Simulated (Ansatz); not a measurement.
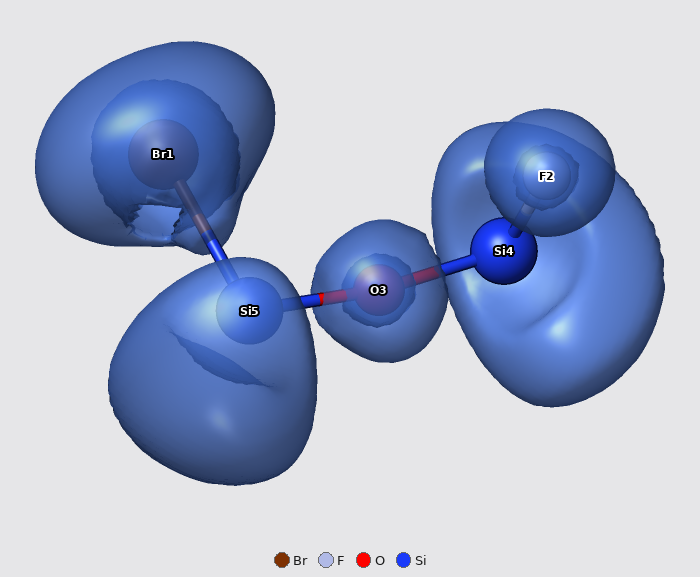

BrFOSi2. Isosurface of the electron localisation function at 0.75 (blue), seen at a tilt. Core shells and regions of very low density are left out.

Geometry: B3LYP-D3(BJ)/def2-SVP.

Computed with Ansatz, isolated molecule in a Gaussian basis; Kohn-Sham density functional theory, functional PBE0.

```xyz
5

Br   -0.7796    2.0400    0.3869
F     0.4850   -2.0000   -1.6931
O     0.1798   -0.8755    0.5596
Si   -0.4308   -2.1469   -0.3445
Si    0.6819    0.5237    1.3090
```

Identify the bonds, lone pairs and shells in this picture.

Answer. The ELF exceeds this value in one region on Br in which the atom's valence shell and bonds are merged, two lobes on Si, pointing away from the bonds (lone pairs), one region wrapped around F (its lone pairs, merged into a ring or cap) and one region wrapped around O (its lone pairs, merged into a ring or cap). Profiles from the grid: Si–F (1.64 Å): the ELF peaks at about 0.85 in the valence shell of F, 0.6 Å from its nucleus, and is about 0.55 at the midpoint. Si–O (1.66 Å): the ELF peaks at about 0.85 between the atoms (a polar covalent bond).
